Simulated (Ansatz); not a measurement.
```xyz
7

Ni    0.0931    0.2547   -1.2348
Ni    1.0549   -0.4517    0.6612
Ni   -1.0884    0.1994    0.6117
H    -1.4727    0.8522   -0.9159
H    -0.2822   -1.2219   -0.2190
H     0.0071    0.1428    1.8619
H     1.6883    0.2245   -0.7650
```

Geometry: r2SCAN-D4/def2-SVP.

These are results of UKS PBE0-D4/def2-TZVP in Ansatz 0.2.0, not measurements.

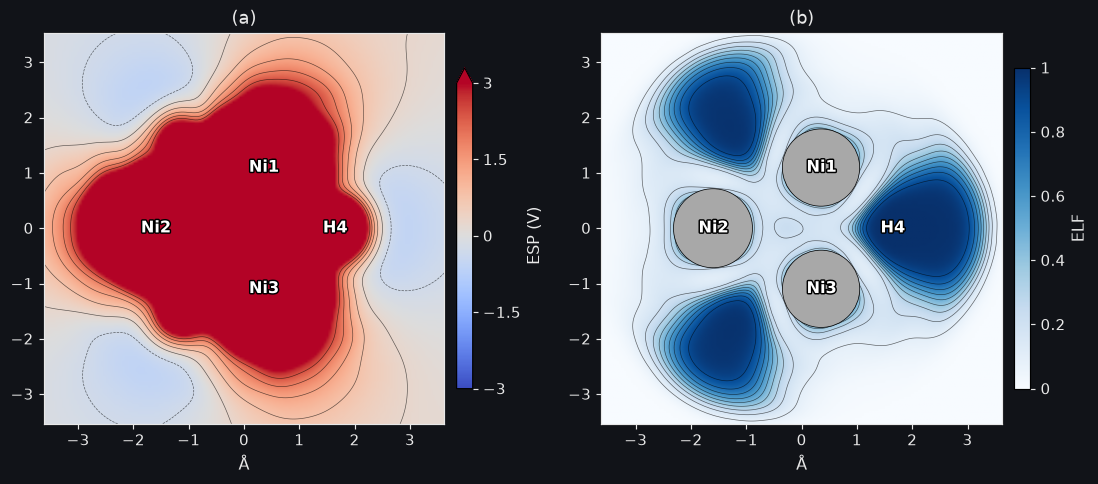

H₄Ni₃ (quintet). (a) molecular electrostatic potential; (b) ELF on the plane of atoms Ni1, Ni3 and Ni2. Grey discs cover the atomic cores in the ELF map.

**What do the fields say about this system?**

Atoms in the plane: Ni and H.
Ni–Ni (2.19 Å): the ELF is about 0.15 at the midpoint.
Ni–Ni (2.24 Å): the ELF is about 0.15 at the midpoint.
Outside the dense part of the molecule the potential is most negative (−0.6 V) near H7, which lies off the plane.
